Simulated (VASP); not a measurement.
Band structure of GePt (relaxed from the WC structure, space group P-6m2). Method: r2SCAN meta-GGA, VASP's PBE PAW potentials (set 64) (plane waves; VASP 6.6.1).

Unless said otherwise, spin-orbit coupling is left out, though it shifts the bands of the heavy elements here.

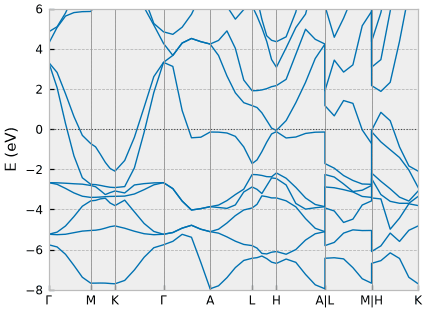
Bands along high-symmetry lines, zero at the valence-band maximum or, without a gap, the Fermi level

### Question
Read the plot: is there a gap, and where are the band edges?

### Answer
It has no gap at this level: it comes out as a metal or semimetal.

The structure was generated: GePt was put into the WC type (P-6m2), which need not be its known phase. It was relaxed first.
